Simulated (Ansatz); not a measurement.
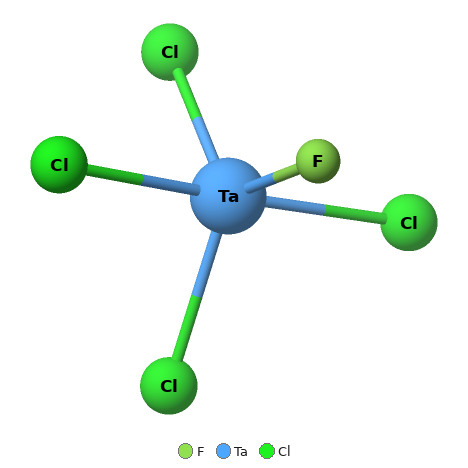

A metal compound. Charge 0, singlet. The computed structure is the end point of a PBE-D4/def2-SVP optimisation. No frequency run is at hand to confirm it as a minimum.

Question. Describe the coordination sphere.

Answer. Ta binds 5 atoms: 1 F at 1.87 Å, 4 Cl at 2.30–2.34 Å. The arrangement is trigonal bipyramidal.

Question. Give the formal oxidation state and the d-electron count.

Answer. Ta(V), d⁰, counting the ligands as closed-shell ions or neutral donors.
